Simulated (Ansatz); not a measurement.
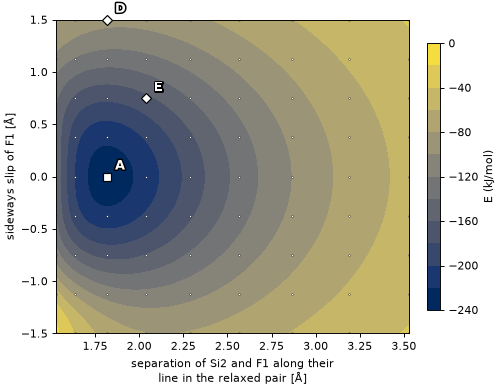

FH4Si, charge −1. Coordinates scanned: (1) separation of Si2 and F1 along their line in the relaxed pair; (2) sideways slip of F1. Nothing is relaxed (both partners rigid). Grid: 9 × 9 points. Points are written as (first, second). Energies are in kJ/mol, from the ion and the molecule far apart, frozen as in the relaxed pair, each in its own basis (no counterpoise correction). Theory: RKS wB97X-V/def2-SVPD (Ansatz 0.2.0).

Drawn: filled contours, dots at the grid points, lettered points. Between grid points the surface is interpolated.

> Is E the lowest point of the computed grid?

No. E lies 65 kJ/mol above the lowest grid point, which is at (1.816 Å, 0.000 Å).

> What kind of point is each of A, E: minimum, saddle, maximum or slope?

A: minimum; E: on a slope. (In these two coordinates alone; a stationary point may lie a little off the grid point.)

> Rank the lettered points by energy, lowest first.

A (−230 kJ/mol), E (−165 kJ/mol), D (−94 kJ/mol).
